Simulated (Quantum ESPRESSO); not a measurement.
**BP (F-43m): modes at Γ and the response to a field**

Which modes does BP (F-43m) have at the zone centre?

Calculated with Quantum ESPRESSO 7.5; DFT LDA, scalar-relativistic, plane waves, PseudoDojo norm-conserving pseudopotentials.

The experiments to compare with:

For BP, zinc blende (metal-flux-grown single crystal, 100 K), “Thermal expansion coefficients of high thermal conducting BAs and BP materials” (2019, arxiv:1906.04101) gives, by single-crystal XRD (Mo K-alpha): lattice constant a (cubic a at 100 K) 4.5383 ± 0.0008 Å.

For BP, zinc blende (synthetic BP; powder or crystal not specified, 300 K), “Boron phosphide under pressure: in situ study by Raman scattering and X-ray diffraction” (2015, arxiv:1505.05714) gives, by Raman scattering, 514.5 nm, backscattering: Raman mode (TO at Gamma (T2), ambient spectrum) 794 cm⁻¹ [very weak band; the pressure fit in the same paper quotes about 797 cm-1].

## 1. The starting structure

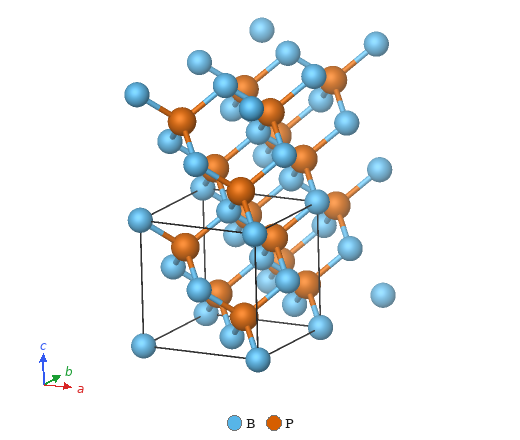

Start, viewed slightly off an axis; boron blue, phosphorus orange. 1×2×2 cells are drawn. This picture shows the conventional cell, with its axes. Bonds to atoms that aren't drawn are left out. Some periodic images of atoms are drawn too.

## 2. A first look

A cheap run with smearing and empty bands tells whether the crystal has a gap, which decides between fixed occupations and smearing later on.

probe.in

```
&CONTROL
  calculation = 'scf'
  prefix      = 'x'
  outdir      = './tmp'
  pseudo_dir  = './pseudo'
  tprnfor     = .true.
  tstress     = .true.
  verbosity   = 'high'
/
&SYSTEM
  ibrav       = 0
  nat         = 2
  ntyp        = 2
  ecutwfc     = 84.0
  occupations = 'smearing'
  smearing    = 'gaussian'
  degauss     = 0.01
/
&ELECTRONS
  conv_thr         = 1.0d-07
  mixing_beta      = 0.7
  electron_maxstep = 100
/
ATOMIC_SPECIES
 B      10.8100  B.upf
 P      30.9738  P.upf
CELL_PARAMETERS angstrom
    -2.269000000    0.000000000    2.269000000
     0.000000000    2.269000000    2.269000000
    -2.269000000    2.269000000    0.000000000
ATOMIC_POSITIONS crystal
 B      0.000000000   0.000000000   0.000000000
 P      0.250000000   0.250000000   0.250000000
K_POINTS automatic
 6 6 6 0 0 0
```

On the command line:

```console
> OMP_NUM_THREADS=1 mpirun -n 4 pw.x -nk 4 -in probe.in > probe.out
```

Output:

```text
[banners, grids, parts of the stress and lines that vanish by symmetry left out]
Program PWSCF v.7.5
     Message from routine setup:
     using ibrav=0 with symmetry is DISCOURAGED, use correct ibrav instead
[...]
kinetic-energy cutoff     =      84.0000  Ry
     charge density cutoff     =     336.0000  Ry
     scf convergence threshold =      1.0E-07
[...]
Exchange-correlation= SLA  PW   NOGX NOGC
                           (   1   4   0   0   0   0   0)
[...]
24 Sym. Ops. (no inversion) found
[...]
(     0          1          0      )
                  (     0          0          1      )
[...]
(  0.0000000  1.0000000  0.0000000 )
                  ( -0.0000000 -0.0000000  1.0000000 )
[...]
(     1          0         -1      )
                  (     0          0         -1      )
[...]
(  0.0000000  1.0000000  0.0000000 )
[...]
(    -1          0          1      )
                  (    -1          0          0      )
[...]
( -0.0000000 -0.0000000  1.0000000 )
                  (  0.0000000 -1.0000000 -0.0000000 )
[...]
number of k points=    16  Gaussian smearing, width (Ry)=  0.0100
[...]
End of self-consistent calculation
[...]
the Fermi energy is     9.6463 ev
!    total energy              =     -19.88983981 Ry
[...]
convergence has been achieved in   6 iterations
[...]
atom    1 type  1   force =     0.00000000   -0.00000000    0.00000000
     atom    2 type  2   force =    -0.00000000    0.00000000   -0.00000000
[...]
Total force =     0.000000     Total SCF correction =     0.000000
[...]
total   stress  (Ry/bohr**3)                   (kbar)     P=      -54.31
[...]
XML data file, charge density, pseudopotentials, collected wavefunctions

   JOB DONE.
```

It took 2 s on 4 MPI ranks of AMD EPYC 7B13 (Zen 3), shared host; 7.2 s of CPU time.

This step gave:

| Item | Value |
| --- | --- |
| volume per atom | 11.68 Å³ |
| pressure | -5.431 GPa |
| gap on the k-mesh | 1.315 eV |

A gap of 1.3 eV opens on this mesh, so the crystal is taken as an insulator; the start stands at -5.4 GPa.

## 3. Relaxing the cell and atoms

The relaxation runs at a cutoff a fifth above that of the response, since stress converges more slowly with the basis than frequencies do. Forces and stress are brought to rest with tight thresholds.

relax.in

```
&CONTROL
  calculation   = 'vc-relax'
  prefix        = 'x'
  outdir        = './tmp'
  pseudo_dir    = './pseudo'
  tprnfor       = .true.
  tstress       = .true.
  forc_conv_thr = 2.0d-05
  etot_conv_thr = 1.0d-07
  nstep         = 40
/
&SYSTEM
  ibrav       = 0
  nat         = 2
  ntyp        = 2
  ecutwfc     = 101
  occupations = 'fixed'
  nbnd        = 6
/
&ELECTRONS
  conv_thr         = 1.0d-11
  mixing_beta      = 0.7
  electron_maxstep = 100
/
&IONS
/
&CELL
  press_conv_thr = 0.2
/
ATOMIC_SPECIES
 B      10.8100  B.upf
 P      30.9738  P.upf
CELL_PARAMETERS angstrom
    -2.269000000    0.000000000    2.269000000
     0.000000000    2.269000000    2.269000000
    -2.269000000    2.269000000    0.000000000
ATOMIC_POSITIONS crystal
 B      0.000000000   0.000000000   0.000000000
 P      0.250000000   0.250000000   0.250000000
K_POINTS automatic
 10 10 10 0 0 0
```

On the command line:

```console
> OMP_NUM_THREADS=1 mpirun -n 4 pw.x -nk 4 -in relax.in > relax.out
```

Output:

```text
[banners, grids, parts of the stress and lines that vanish by symmetry left out]
[banner, memory and clock lines left out]
Program PWSCF v.7.5

[...]
kinetic-energy cutoff     =     101.0000  Ry
     charge density cutoff     =     404.0000  Ry
     scf convergence threshold =      1.0E-11
[...]
energy convergence thresh.=      1.0E-07
     force convergence thresh. =      2.0E-05
     press convergence thresh. =      2.0E-01
     Exchange-correlation= SLA  PW   NOGX NOGC
                           (   1   4   0   0   0   0   0)
[...]
24 Sym. Ops. (no inversion) found
[...]
number of k points=    47
[...]
End of self-consistent calculation
[...]
highest occupied, lowest unoccupied level (ev):     9.0220   10.2231
!    total energy              =     -19.89112472 Ry
[...]
convergence has been achieved in  10 iterations
[...]
atom    1 type  1   force =    -0.00000000    0.00000000    0.00000000
     atom    2 type  2   force =    -0.00000000   -0.00000000    0.00000000
     Total force =     0.000000     Total SCF correction =     0.000000
[...]
total   stress  (Ry/bohr**3)                   (kbar)     P=      -55.50
[...]
number of bfgs steps    =   0
[...]
CELL_PARAMETERS (angstrom)
[...]
ATOMIC_POSITIONS (crystal)
B                0.0000000000        0.0000000000        0.0000000000
P                0.2500000000        0.2500000000        0.2500000000
[...]
New effective cutoffs (rho, wfc):  409.23  102.91
[...]
End of self-consistent calculation
[...]
highest occupied, lowest unoccupied level (ev):     9.4088   10.5781
!    total energy              =     -19.89211472 Ry
[...]
convergence has been achieved in   7 iterations
[...]
atom    1 type  1   force =     0.00000000    0.00000000    0.00000000
     atom    2 type  2   force =    -0.00000000   -0.00000000   -0.00000000
     Total force =     0.000000     Total SCF correction =     0.000000
[...]
total   stress  (Ry/bohr**3)                   (kbar)     P=       -9.35
[...]
number of bfgs steps    =   1
[...]
CELL_PARAMETERS (angstrom)
[...]
ATOMIC_POSITIONS (crystal)
B                0.0000000000        0.0000000000       -0.0000000000
P                0.2500000000        0.2500000000        0.2500000000
[...]
New effective cutoffs (rho, wfc):  410.78  103.30
[...]
End of self-consistent calculation
[...]
highest occupied, lowest unoccupied level (ev):     9.4868   10.6497
!    total energy              =     -19.89214105 Ry
[...]
convergence has been achieved in   9 iterations
[...]
atom    1 type  1   force =    -0.00000000    0.00000000   -0.00000000
     atom    2 type  2   force =     0.00000000    0.00000000    0.00000000
     Total force =     0.000000     Total SCF correction =     0.000000
[...]
total   stress  (Ry/bohr**3)                   (kbar)     P=        0.45
[...]
number of bfgs steps    =   2
[...]
CELL_PARAMETERS (angstrom)
[...]
ATOMIC_POSITIONS (crystal)
B               -0.0000000000       -0.0000000000        0.0000000000
P                0.2500000000        0.2500000000        0.2500000000
[...]
New effective cutoffs (rho, wfc):  410.71  103.29
[...]
End of self-consistent calculation
[...]
highest occupied, lowest unoccupied level (ev):     9.4832   10.6464
!    total energy              =     -19.89214111 Ry
[...]
convergence has been achieved in   6 iterations
[...]
atom    1 type  1   force =     0.00000000    0.00000000   -0.00000000
     atom    2 type  2   force =    -0.00000000   -0.00000000    0.00000000
     Total force =     0.000000     Total SCF correction =     0.000000
[...]
total   stress  (Ry/bohr**3)                   (kbar)     P=       -0.00
[...]
bfgs converged in   4 scf cycles and   3 bfgs steps
[...]
End of BFGS Geometry Optimization
     Final enthalpy           =     -19.8921411072 Ry
     File ./tmp/x.bfgs deleted, as requested
[...]
CELL_PARAMETERS (angstrom)
[...]
ATOMIC_POSITIONS (crystal)
B               -0.0000000000       -0.0000000000        0.0000000000
P                0.2500000000        0.2500000000        0.2500000000
[...]
Final scf calculation at the relaxed structure.
[...]
kinetic-energy cutoff     =     101.0000  Ry
     charge density cutoff     =     404.0000  Ry
     scf convergence threshold =      1.0E-13
[...]
press convergence thresh. =      2.0E-01
     Exchange-correlation= SLA  PW   NOGX NOGC
                           (   1   4   0   0   0   0   0)
[...]
24 Sym. Ops. (no inversion) found
[...]
number of k points=    47
[...]
c_bands:  1 eigenvalues not converged
     c_bands:  1 eigenvalues not converged
     c_bands:  1 eigenvalues not converged
     c_bands:  1 eigenvalues not converged
     c_bands:  1 eigenvalues not converged
[...]
End of self-consistent calculation
[...]
highest occupied, lowest unoccupied level (ev):     9.4832   10.6464
!    total energy              =     -19.89213972 Ry
[...]
convergence has been achieved in  10 iterations
[...]
atom    1 type  1   force =     0.00000000   -0.00000000    0.00000000
     atom    2 type  2   force =     0.00000000    0.00000000    0.00000000
     Total force =     0.000000     Total SCF correction =     0.000000
[...]
total   stress  (Ry/bohr**3)                   (kbar)     P=       -0.01
[...]
XML data file, charge density, pseudopotentials, collected wavefunctions
```

The job ended after 15 s (4 MPI ranks).

The steps of the relaxation:

```
step  energy less that of the first step (eV)  largest force (eV/Å)  pressure (GPa)  volume (Å³)
   1                                   0.0000                0.0000           -5.55        23.36
   2                                  -0.0135                0.0000           -0.93        22.71
   3                                  -0.0138                0.0000            0.04        22.58
   4                                  -0.0138                0.0000            0.00        22.59
   5                                  -0.0138                0.0000            0.00        22.59
```

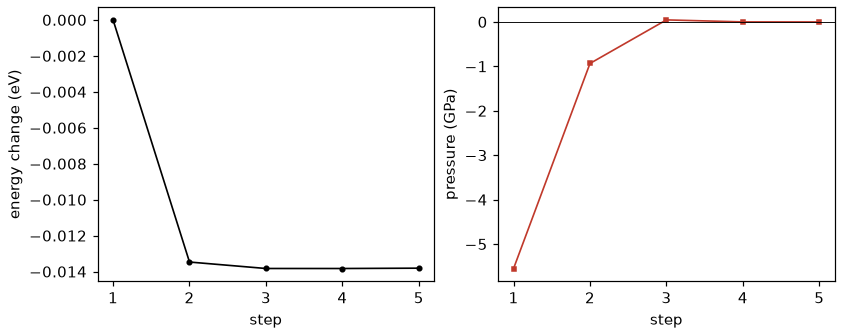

Energy and pressure along the relaxation.

```
conventional cell, symmetrised  before  after  change
                         a (Å)   4.538  4.487  -1.1 %
                         b (Å)   4.538  4.487  -1.1 %
                         c (Å)   4.538  4.487  -1.1 %
              volume (Å³/atom)   11.68  11.29  -3.3 %
```

Final coordinates:

```cif
data_structure
_symmetry_space_group_name_H-M 'P 1'
_symmetry_Int_Tables_number 1
_cell_length_a 3.1729
_cell_length_b 3.1729
_cell_length_c 3.1729
_cell_angle_alpha 60.000
_cell_angle_beta 60.000
_cell_angle_gamma 60.000
_cell_volume 22.59
loop_
_atom_site_label
_atom_site_type_symbol
_atom_site_fract_x
_atom_site_fract_y
_atom_site_fract_z
_atom_site_occupancy
B1 B 0.00000 0.00000 0.00000 1
P2 P 0.25000 0.25000 0.25000 1
```

The last row of the table of steps is pw.x's closing run on a basis chosen anew for the final cell, so its energy can jump.

Read from the output:

- volume per atom: 11.29 Å³
- pressure: -0.001 GPa
- gap on the k-mesh: 1.163 eV

The volume changes by -3.3 % from the cell with which this run began.

## 4. Self-consistent run for the response

Perturbation theory inherits every error of the wavefunctions, so the threshold is set near the limit of the arithmetic. With a gap, occupations are fixed, which also allows the response to an electric field.

scf.in

```
&CONTROL
  calculation = 'scf'
  prefix      = 'x'
  outdir      = './tmp'
  pseudo_dir  = './pseudo'
  tprnfor     = .true.
  tstress     = .true.
/
&SYSTEM
  ibrav       = 0
  nat         = 2
  ntyp        = 2
  ecutwfc     = 84.0
  occupations = 'fixed'
  nbnd        = 6
/
&ELECTRONS
  conv_thr         = 1.0d-12
  mixing_beta      = 0.7
  electron_maxstep = 100
/
ATOMIC_SPECIES
 B      10.8100  B.upf
 P      30.9738  P.upf
CELL_PARAMETERS angstrom
    -2.243553683    0.000000000    2.243553683
     0.000000000    2.243553683    2.243553683
    -2.243553683    2.243553683    0.000000000
ATOMIC_POSITIONS crystal
 B      0.000000000   0.000000000   0.000000000
 P      0.250000000   0.250000000   0.250000000
K_POINTS automatic
 12 12 12 0 0 0
```

On the command line:

```console
> OMP_NUM_THREADS=1 mpirun -n 4 pw.x -nk 4 -in scf.in > scf.out
```

Output:

```text
[banners, grids, parts of the stress and lines that vanish by symmetry left out]
[banner, memory and clock lines left out]
Program PWSCF v.7.5

[...]
kinetic-energy cutoff     =      84.0000  Ry
     charge density cutoff     =     336.0000  Ry
     scf convergence threshold =      1.0E-12
[...]
Exchange-correlation= SLA  PW   NOGX NOGC
                           (   1   4   0   0   0   0   0)
[...]
24 Sym. Ops. (no inversion) found
[...]
number of k points=    72
[...]
c_bands:  1 eigenvalues not converged
[...]
End of self-consistent calculation
[...]
highest occupied, lowest unoccupied level (ev):     9.4831   10.6405
!    total energy              =     -19.89214088 Ry
[...]
convergence has been achieved in  10 iterations
[...]
atom    1 type  1   force =    -0.00000000   -0.00000000    0.00000000
     atom    2 type  2   force =     0.00000000   -0.00000000    0.00000000
     Total force =     0.000000     Total SCF correction =     0.000000
[...]
total   stress  (Ry/bohr**3)                   (kbar)     P=       -0.10
[...]
XML data file, charge density, pseudopotentials, collected wavefunctions
```

The job ended after 4.6 s (4 MPI ranks; 18 s of CPU time).

Numbers from this step:

| Item | Value |
| --- | --- |
| pressure | -0.01 GPa |
| gap on the k-mesh | 1.157 eV |

The cell stands at -0.01 GPa, close enough for phonons.

(Continued in part 2 of 2.)

[Host names and launcher messages were left out of these logs when they were recorded.]

[Logs are printed without paths, hosts, clocks, repeated set-up lines and the standing remarks that a program may print on its own settings, such as how far it seeks lower states.]

[Hosts, paths, dates, database ids (printed as entryN), source tags and the programs' standing remarks are cut or masked in the printed files.]
